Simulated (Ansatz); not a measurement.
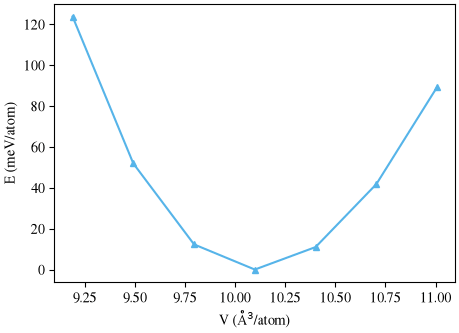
ReC in space group P-6m2 (No. 187; Re on 1a, C on 1f) under volume change, the program Ansatz at the PBE level (PAW), shape and atoms relaxed at each volume.

Question: What does a third-order Birch–Murnaghan fit give for V₀, B₀ and B′?

Answer: V₀ = 10.10 Å³/atom, B₀ = 409 GPa, B′ = 4.4.

The cell is a constructed one: a structure type filled with these elements; the Crystallography Open Database copy checked does not list it. Its standing as an ambient phase is unchecked. The PBE relaxation kept the symmetry of its start; whether a distortion lowers the energy is not shown. No spin polarisation was allowed. The volume moved by 18 % from the start of the relaxation. Its formation energy is positive at this level, so the cell may be metastable or incomplete. Scalar-relativistic: spin–orbit coupling is off unless named, which matters more the heavier the elements.

Potentials: the earlier of the program's two PAW sets.
